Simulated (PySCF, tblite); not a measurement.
# C4H6BO2S radical: geometry, infrared bands and EPR parameters

Wanted: the infrared bands and EPR parameters of C4H6BO2S radical (`CC(=S)B1O[CH]CO1`), by calculation.

Programs: tblite 0.8.0 and PySCF 2.14.0, with density-fitted response routines of our own. Each step states its level of theory. These are calculated values for one molecule in the gas phase, unless marked as measured. Atoms are numbered from 0 throughout.

## Step 1: Starting geometry

14 atoms, charge 0, multiplicity 2; geometry from: force field or distance geometry start.

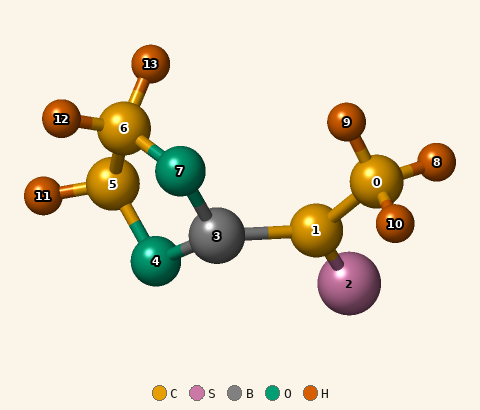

As it starts; carbon amber, sulfur pink, boron grey, oxygen teal, hydrogen orange, atoms numbered.

## Step 2: Optimising the geometry with GFN2-xTB

Job settings and geometry (Å):

```
{"job": {"kind": "relax", "xc": "GFN2-xTB", "basis": "xTB"}, "charge": 0, "multiplicity": 2}
C     -2.152700    -0.559200     0.618700
C     -1.365000    -0.188400    -0.609700
S     -1.885600    -0.453800    -1.906800
B     -0.075700     0.718100    -0.464600
O      0.870100     0.782400    -1.545900
C      1.946200     0.107800    -0.980800
C      1.807100     0.197000     0.544200
O      0.584900     0.807600     0.841400
H     -2.770900    -1.470000     0.445900
H     -1.492300    -0.768300     1.481700
H     -2.835700     0.284500     0.887200
H      2.902200     0.564500    -1.311800
H      2.623600     0.804300     0.991700
H      1.843100    -0.827000     0.986500
```

Command:

```bash
$ OMP_NUM_THREADS=1 python probes_run.py task.json out
```

One launch serves the whole session: the jobs run in the order shown.

Log:

```text
step      E/eV     max force
  0    -656.11560   15.979
  1    -657.38373    5.459
  2    -657.81963    3.582
  3    -658.16680    2.556
  4    -658.27814    0.938
  5    -658.41158    0.590
  6    -658.48737    0.775
  7    -658.53375    0.654
  8    -658.60225    0.586
  9    -658.65401    0.739
 10    -658.70141    0.621
 11    -658.73105    0.436
 12    -658.75079    0.366
 13    -658.77233    0.442
 14    -658.79936    0.560
 15    -658.82552    0.647
 16    -658.84956    0.618
 17    -658.87767    0.559
 18    -658.90971    0.619
 19    -658.94137    0.601
 20    -658.96644    0.421
 21    -658.98211    0.342
 22    -658.99151    0.284
 23    -658.99882    0.285
 24    -659.00648    0.225
 25    -659.01635    0.282
 26    -659.02175    0.303
 27    -659.02951    0.244
 28    -659.03611    0.250
 29    -659.04408    0.337
 30    -659.05146    0.325
 31    -659.05759    0.210
 32    -659.06215    0.149
 33    -659.06595    0.141
 34    -659.06879    0.172
 35    -659.07092    0.118
 36    -659.07250    0.087
 37    -659.07350    0.159
 38    -659.07428    0.095
 39    -659.07492    0.059
 40    -659.07535    0.052
 41    -659.07560    0.043
 42    -659.07581    0.035
 43    -659.07593    0.032
 44    -659.07605    0.035
 45    -659.07617    0.034
 46    -659.07631    0.030
 47    -659.07645    0.032
 48    -659.07659    0.034
 49    -659.07673    0.029
 50    -659.07684    0.025
 51    -659.07693    0.026
 52    -659.07699    0.026
 53    -659.07706    0.026
 54    -659.07716    0.032
 55    -659.07729    0.033
 56    -659.07746    0.034
 57    -659.07761    0.035
 58    -659.07777    0.032
 59    -659.07796    0.037
 60    -659.07817    0.036
 61    -659.07831    0.024
 62    -659.07836    0.013
 63    -659.07839    0.013
 64    -659.07841    0.014
 65    -659.07844    0.013
 66    -659.07847    0.016
 67    -659.07851    0.017
 68    -659.07857    0.022
 69    -659.07866    0.028
 70    -659.07880    0.035
 71    -659.07894    0.034
 72    -659.07907    0.031
 73    -659.07919    0.028
 74    -659.07936    0.035
 75    -659.07967    0.039
 76    -659.08009    0.049
 77    -659.08048    0.060
 78    -659.08087    0.067
 79    -659.08136    0.095
 80    -659.08185    0.058
 81    -659.08258    0.078
 82    -659.08293    0.064
 83    -659.08330    0.054
 84    -659.08359    0.053
 85    -659.08391    0.059
 86    -659.08432    0.043
 87    -659.08469    0.046
 88    -659.08491    0.030
 89    -659.08499    0.020
 90    -659.08504    0.027
 91    -659.08512    0.022
 92    -659.08519    0.019
 93    -659.08523    0.020
 94    -659.08528    0.018
 95    -659.08535    0.016
 96    -659.08540    0.013
 97    -659.08543    0.019
 98    -659.08545    0.012
 99    -659.08549    0.014
100    -659.08556    0.020
101    -659.08569    0.029
102    -659.08598    0.041
103    -659.08644    0.049
104    -659.08722    0.054
105    -659.08807    0.112
106    -659.08659    0.180
107    -659.08963    0.083
108    -659.08926    0.105
109    -659.09009    0.032
110    -659.08994    0.127
111    -659.09046    0.033
112    -659.09061    0.027
113    -659.09091    0.040
114    -659.09095    0.019
115    -659.09100    0.014
116    -659.09104    0.016
117    -659.09106    0.015
118    -659.09109    0.015
119    -659.09110    0.017
120    -659.09111    0.015
121    -659.09113    0.011
122    -659.09114    0.011
123    -659.09117    0.014
124    -659.09123    0.018
125    -659.09132    0.020
126    -659.09138    0.016
127    -659.09142    0.017
128    -659.09126    0.060
129    -659.09145    0.007
```

Run time: 0.86 s. Hardware: 1 thread of Arm Neoverse V1, shared host; peak memory 0.17 GiB.

Step by step: (not every step is listed)

| step | energy from step 0 (eV) | largest force (eV/Å) |
| --- | --- | --- |
| 0 | 0.0000 | 15.9791 |
| 1 | -1.2681 | 5.4589 |
| 2 | -1.7040 | 3.5821 |
| 3 | -2.0512 | 2.5562 |
| 4 | -2.1625 | 0.9384 |
| 5 | -2.2960 | 0.5898 |
| 6 | -2.3718 | 0.7746 |
| 7 | -2.4182 | 0.6540 |
| 8 | -2.4867 | 0.5865 |
| 19 | -2.8258 | 0.6014 |
| 30 | -2.9359 | 0.3252 |
| 41 | -2.9600 | 0.0430 |
| 52 | -2.9614 | 0.0258 |
| 63 | -2.9628 | 0.0126 |
| 74 | -2.9638 | 0.0354 |
| 85 | -2.9683 | 0.0589 |
| 96 | -2.9698 | 0.0131 |
| 107 | -2.9740 | 0.0833 |
| 118 | -2.9755 | 0.0149 |
| 124 | -2.9756 | 0.0185 |
| 125 | -2.9757 | 0.0199 |
| 126 | -2.9758 | 0.0155 |
| 127 | -2.9758 | 0.0172 |
| 128 | -2.9757 | 0.0597 |
| 129 | -2.9759 | 0.0068 |

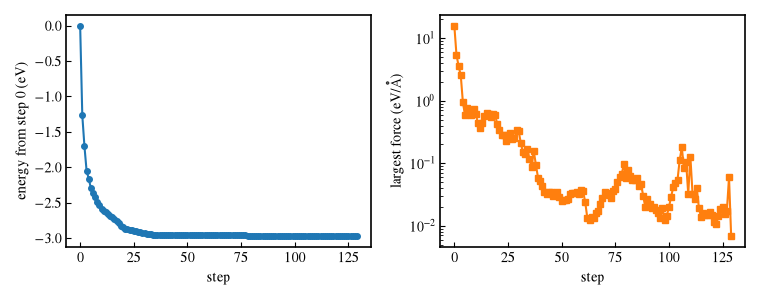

Energy and largest force along the relaxation.

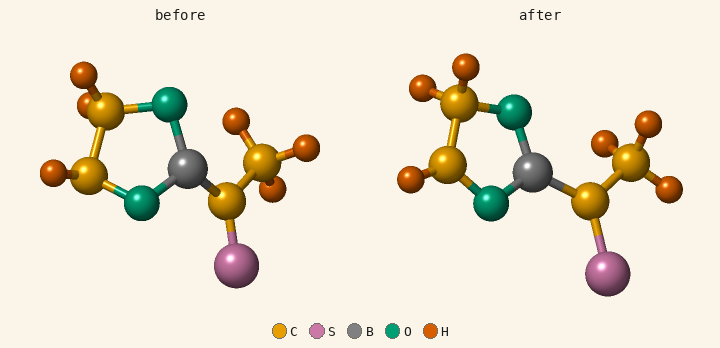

The geometry before (left) and after (right).

Close pairs (by a distance rule), those that changed most:

| bond | before (Å) | after (Å) | change (Å) |
| --- | --- | --- | --- |
| C1–S2 | 1.423 | 1.649 | +0.226 |
| B3–O7 | 1.466 | 1.382 | -0.084 |
| O4–C5 | 1.390 | 1.315 | -0.075 |
| C1–B3 | 1.583 | 1.536 | -0.046 |
| C5–C6 | 1.534 | 1.489 | -0.045 |
| B3–O4 | 1.438 | 1.395 | -0.043 |
| C5–H11 | 1.110 | 1.071 | -0.039 |
| C0–H10 | 1.118 | 1.090 | -0.028 |

The end geometry stands in the next job.

## Step 3: Harmonic vibrations with GFN2-xTB

Job settings and geometry (Å):

```
{"job": {"kind": "ir", "xc": "GFN2-xTB", "basis": "xTB"}, "charge": 0, "multiplicity": 2}
C     -2.348255    -0.494959     0.619389
C     -1.484317    -0.278151    -0.582333
S     -2.154839    -0.365479    -2.086366
B      0.011115     0.018622    -0.392184
O      0.918880     0.234380    -1.429190
C      2.104567     0.452978    -0.904093
C      2.027315     0.388813     0.581561
O      0.667569     0.109236     0.820542
H     -3.372425    -0.712239     0.326434
H     -1.952898    -1.318062     1.214420
H     -2.327640     0.393084     1.250750
H      2.951299     0.643087    -1.531196
H      2.305798     1.335392     1.073032
H      2.653152    -0.407174     1.017068
```

Log:

```text
mode    cm-1     km/mol
  1      39.5      2.52
  2      74.8      0.03
  3     106.3      1.66
  4     130.4      2.38
  5     276.3      1.21
  6     290.9      7.79
  7     348.5      2.32
  8     366.1     18.77
  9     389.7      0.90
 10     511.1      3.01
 11     588.7     48.09
 12     762.5     37.55
 13     786.5      0.89
 14     900.3     50.17
 15     924.5      0.33
 16     972.1      3.40
 17     975.7     30.73
 18    1012.8    180.45
 19    1045.6     35.20
 20    1094.7      9.73
 21    1096.1      2.03
 22    1128.7    192.21
 23    1184.2     34.88
 24    1227.0    116.83
 25    1263.4     28.98
 26    1330.4     46.20
 27    1378.7     15.76
 28    1433.1      8.51
 29    1447.5      7.49
 30    1459.9      6.33
 31    2787.7     18.20
 32    2844.3     59.21
 33    2991.2      8.71
 34    3008.6      3.24
 35    3041.8     10.44
 36    3167.2     23.28
```

Wall time 0.46 s (1 thread of Arm Neoverse V1, shared host); peak memory 0.17 GiB.

The strongest bands and the atoms that carry them (share of the mass-weighted mode):

| cm⁻¹ | km/mol | atoms |
| --- | --- | --- |
| 589 | 48.1 | B3 63 %, O4 13 %, C1 12 % |
| 762 | 37.5 | O7 40 %, C6 15 %, C5 14 %, O4 12 % |
| 900 | 50.2 | C1 23 %, H8 13 %, S2 12 %, C0 11 % |
| 1013 | 180.4 | B3 54 %, O7 16 % |
| 1129 | 192.2 | H11 31 %, O4 24 %, C5 14 % |
| 1227 | 116.8 | C5 27 %, H11 20 %, C6 16 %, B3 14 % |
| 1330 | 46.2 | C5 37 %, B3 23 %, C1 16 %, O4 14 % |
| 2844 | 59.2 | H13 49 %, H12 47 % |

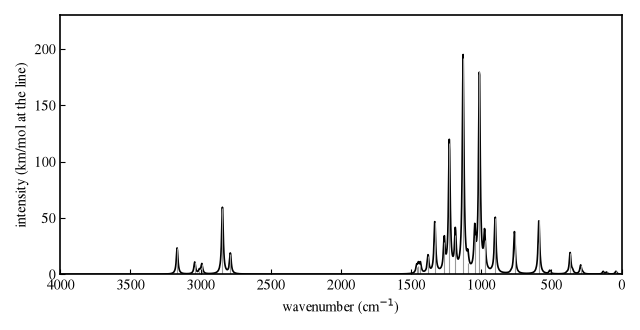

The infrared spectrum from these modes, unscaled. Lines are broadened to a width of 14 cm⁻¹ (Lorentzian).

## Step 4: g tensor and hyperfine couplings: B3LYP/pcH-1

The job, as its differences from that of step 3:

```diff
@@ -1,2 +1,2 @@
-{"job": {"kind": "ir", "xc": "GFN2-xTB", "basis": "xTB"}, "charge": 0, "multiplicity": 2}
+{"job": {"kind": "epr", "basis": "pcH-1"}, "charge": 0, "multiplicity": 2}
 C     -2.348255    -0.494959     0.619389
```

With the program's defaults for keys left out, this is: UKS B3LYP, pcH-1 on B C H O S, non-relativistic, mean-field spin-orbit, GIAO.

Log:

```text
UKS, coarse grid
  cycle   1  E = -729.28666414  |g| = 6.94e-01
  cycle   2  E = -726.85628435  |g| = 1.84e+00
  cycle   3  E = -729.37204209  |g| = 5.15e-01
  cycle   4  E = -729.08985169  |g| = 6.71e-01
  cycle   5  E = -729.54287210  |g| = 1.16e-01
  cycle   6  E = -729.56271961  |g| = 6.93e-02
  cycle   7  E = -729.56542842  |g| = 4.71e-02
  cycle   8  E = -729.56628575  |g| = 4.96e-02
  cycle   9  E = -729.56696743  |g| = 3.83e-02
  cycle  10  E = -729.56761697  |g| = 2.49e-02
  cycle  11  E = -729.56791533  |g| = 9.99e-03
  cycle  12  E = -729.56801685  |g| = 2.96e-03
  cycle  13  E = -729.56802794  |g| = 1.06e-03
  cycle  14  E = -729.56803023  |g| = 8.87e-04
UKS, final grid
  cycle   1  E = -729.56804397  |g| = 1.35e-03
  cycle   2  E = -729.56804196  |g| = 2.75e-03
  cycle   3  E = -729.56804522  |g| = 3.24e-04
  cycle   4  E = -729.56804533  |g| = 2.03e-04
  cycle   5  E = -729.56804555  |g| = 1.68e-04
  cycle   6  E = -729.56804559  |g| = 4.48e-05
  cycle   7  E = -729.56804559  |g| = 1.98e-05
E = -729.56804559 Eh   <S^2> = 0.7558 (exact 0.7500)
g shifts (ppm)      1          2          3
  rmc          -177       -177       -177
  gc             -8         36         36
  oz_so         -17       3024       8458
  total        -202       2883       8318
hyperfine (MHz)  atom isotope    a_iso     a_fc   dipolar eigenvalues
    0   13C       0.15       0.14     -0.30     -0.08      0.38
    1   13C      -7.09      -7.18     -3.53      1.44      2.09
    2   33S       2.30       1.85     -7.98     -7.84     15.82
    3   11B       3.10       3.15     -5.62     -1.67      7.28
    4   17O      -6.50      -6.52    -33.08     15.96     17.12
    5   13C      79.95      80.01    -73.87    -72.24    146.11
    6   13C     -36.12     -36.13     -0.79     -0.42      1.20
    7   17O      -2.94      -2.97     -8.72      3.63      5.09
    8    1H      -0.43      -0.43     -0.54     -0.27      0.81
    9    1H      -3.12      -3.13     -0.82     -0.60      1.42
   10    1H      -3.24      -3.24     -0.81     -0.59      1.40
   11    1H     -62.50     -62.52    -34.91      0.20     34.70
   12    1H     123.52     123.52     -4.05     -3.37      7.42
   13    1H     123.34     123.34     -4.05     -3.37      7.42
```

Wall time 92 s (1 thread of Arm Neoverse V1, shared host); peak memory 1 GiB.

Principal g values 2.00212, 2.00520, 2.01064; g(iso) = 2.00599, against 2.00232 for a free electron.

Mean a(iso) over the nuclei that a row names, and the largest dipolar term of the row (other rows stand at the frozen geometry):

| nuclei | isotope | a(iso) (MHz) | a(iso) (G, at g = 2.0023) | largest dipolar term (MHz) |
| --- | --- | --- | --- | --- |
| H12, H13 | 1H | 123.4 | 44.0 | 7.4 |
| C5 | 13C | 80.0 | 28.5 | 146.1 |
| H11 | 1H | -62.5 | -22.3 | -34.9 |
| C6 | 13C | -36.1 | -12.9 | 1.2 |
| C1 | 13C | -7.1 | -2.5 | -3.5 |
| O4 | 17O | -6.5 | -2.3 | -33.1 |
| B3 | 11B | 3.1 | 1.1 | 7.3 |
| O7 | 17O | -2.9 | -1.0 | -8.7 |
| S2 | 33S | 2.3 | 0.8 | 15.8 |
| H8, H9, H10 | 1H | -2.3 | -0.8 | 1.4 |
| C0 | 13C | 0.2 | 0.1 | 0.4 |

Mulliken spin populations:

C0 0.00; C1 -0.03; S2 0.09; B3 0.06; O4 0.04; C5 0.83; C6 -0.08; O7 0.02; H8 0.00; H9 0.00; H10 0.00; H11 -0.04; H12 0.05; H13 0.05

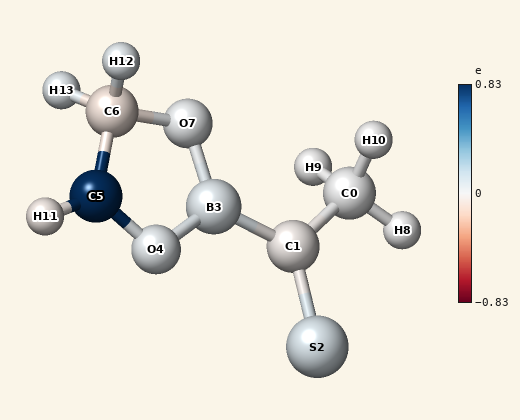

Mulliken spin populations, as colours on the atoms.

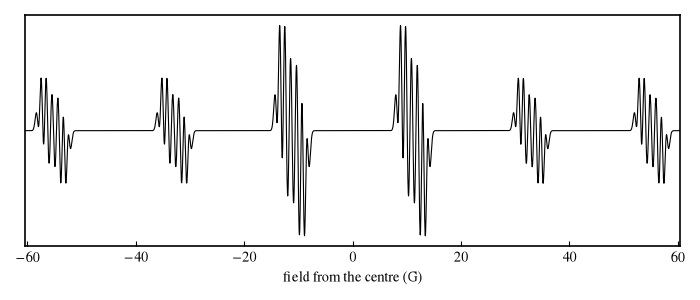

First-order isotropic spectrum (first derivative, main isotopes with spin only, couplings over 0.8 MHz, Gaussian width 0.3 G; couplings of the frozen geometry, rotation of groups not averaged beyond the rows shown).

Orbitals, density, ELF and potential are computed afterwards from the orbital file.

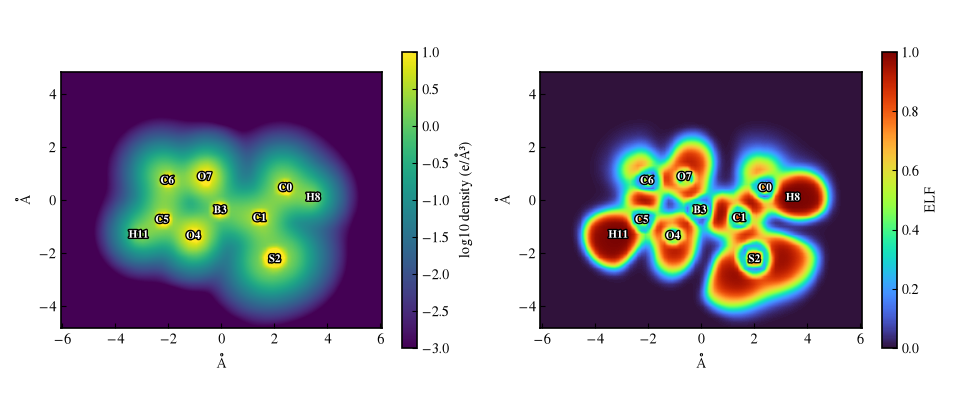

Density (left) and ELF (right) in a plane through or near 10 of the atoms.

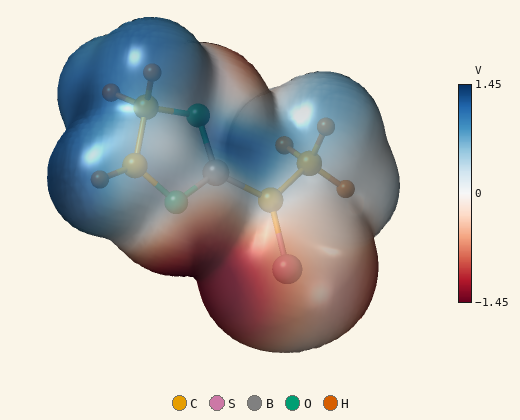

Electrostatic potential on the surface of density 0.002 e/bohr³; red is low, blue high. It runs from -1.45 V near O4 to 1.35 V near H11.

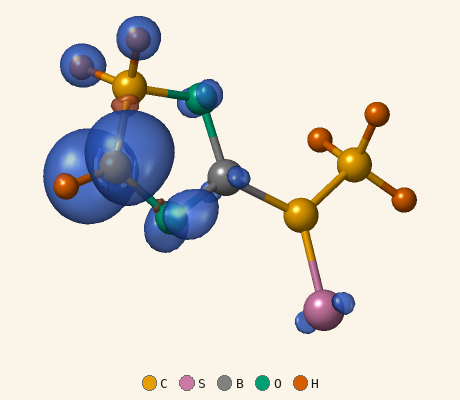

Spin density at ±0.04 e/Å³ (alpha excess blue, beta excess red).

## Step 5: Outcome

```
                                                                  quantity                      value
                                 strongest single infrared mode (GFN2-xTB)      1129 cm⁻¹, 192 km/mol
                                              zero-point energy (GFN2-xTB)              60.6 kcal/mol
                                                            g(iso) (B3LYP)                    2.00599
                                                                      ⟨S²⟩         0.756 (exact 0.75)
                                        largest a(iso) (averaged by class)  1H on H12, H13, 123.4 MHz
potential on the surface of density 0.002 e/bohr³, 1st and 99th percentile         -1.45 V and 1.35 V
```

**Reading.** Over 129 steps the energy fell by 2.976 eV; of the close pairs, C1–S2 changed most, 1.423 to 1.649 Å. All 36 modes are real, so the xTB geometry is a minimum. The strongest single mode, at 1129 cm⁻¹, is spread over many atoms; the largest shares are those of H11, O4. GFN2-xTB is a fitted tight-binding method: band positions and strengths are rough. Its intensities can rank the bands wrongly. Most of the unpaired spin sits on C5 (0.83 e). The isotropic g lies 3.7 ppt above the free-electron value. These values are for one conformer; the search (at its own cheap level) found 2 more, at 0.08, 0.54 kcal/mol, and measured spectra average over such forms.
